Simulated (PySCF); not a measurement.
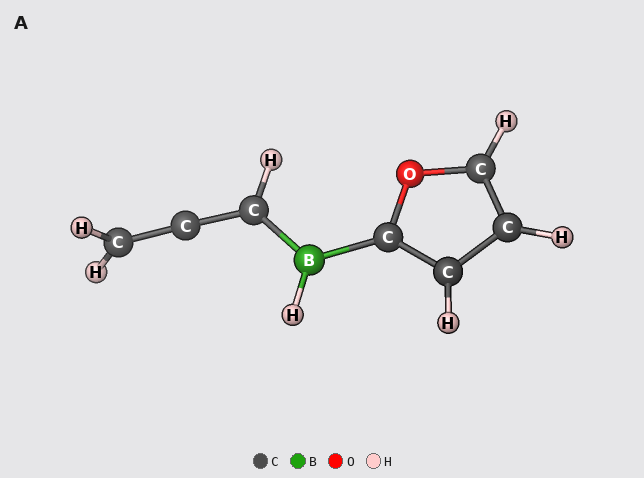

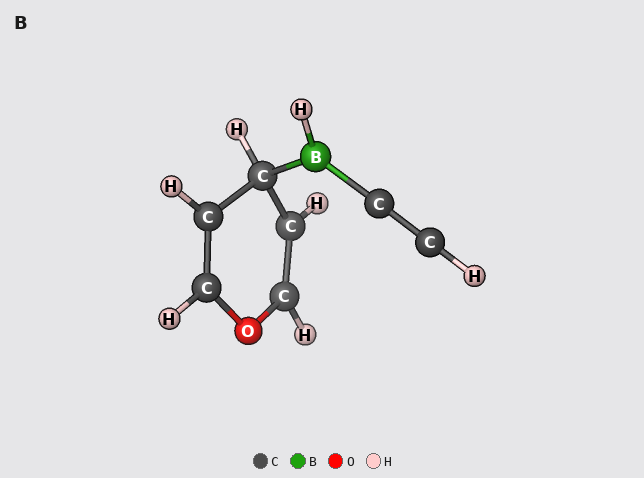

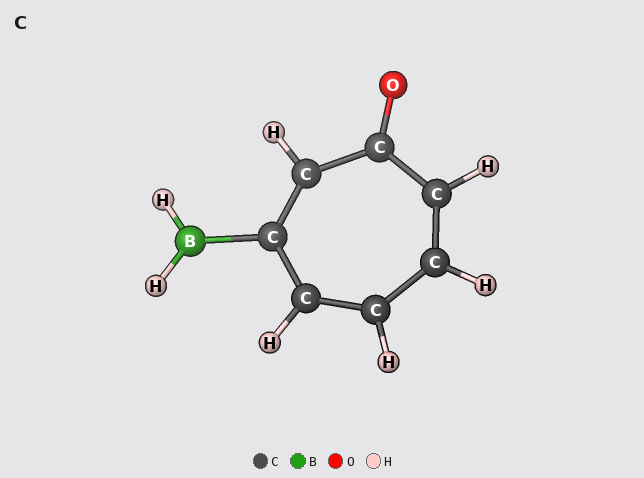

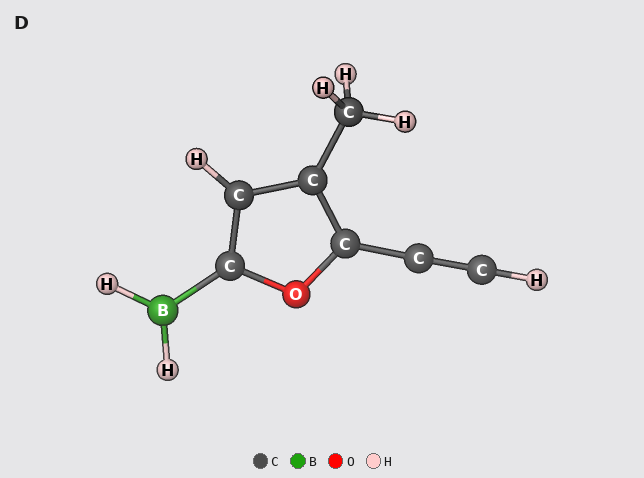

4 stationary structures of one formula. Geometries: GFN2-xTB. Electronic energies: PBE0/pcSseg-1 (PySCF 2.14.0), without zero-point energy. No frequency run is at hand to confirm each as a minimum. Each is one conformer, not always the lowest.

Question: Are they conformers, stereoisomers or constitutional isomers?

Answer: They are constitutional isomers of C7H7BO: A `C=C=CBc1ccco1`, B `C#CBC1C=COC=C1`, C `Bc1ccccc(=O)c1`, D `Bc1cc(C)c(C#C)o1`.

Question: Rank them by energy, lowest first.

Answer: C is lowest; A lies 16.4 kJ/mol above it, D lies 80.7 kJ/mol above it, B lies 144.6 kJ/mol above it.

The geometry is semi-empirical. Around B such bond lengths and angles can be off by a tenth of an ångström or more and by several degrees, and values that hang on the shape move with them.
